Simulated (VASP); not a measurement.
Energy against volume of BN (zinc blende). All values below come from PW91 GGA, VASP's PBE PAW potentials (set 64) (plane waves; VASP).

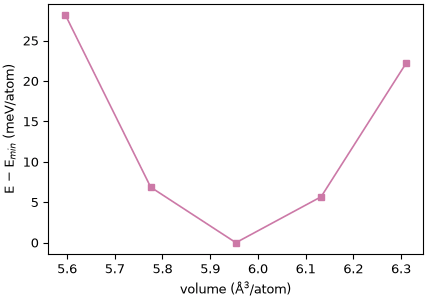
Figure. Energy against volume

Q: Estimate the equilibrium volume and the bulk modulus.

A: The minimum lies near 6.0 Å³/atom, and the curvature gives B0 of about 370 GPa.

Measured: bulk modulus 410 GPa at 0 K (computed value off by -9.0 %), as given by Daniel Mejia-Rodriguez et al., Physical Review B (2018), arXiv:1807.09216 [0 K value with the zero-point phonon effect removed]; a 3.593 Å at 0 K (computed value off by +0.9 %), as given by Tamar Goldzak et al., The Journal of Chemical Physics (2022), arXiv:2208.04865 [corrected for zero-point motion].

The compound is BN in the zinc blende structure. It was relaxed first.
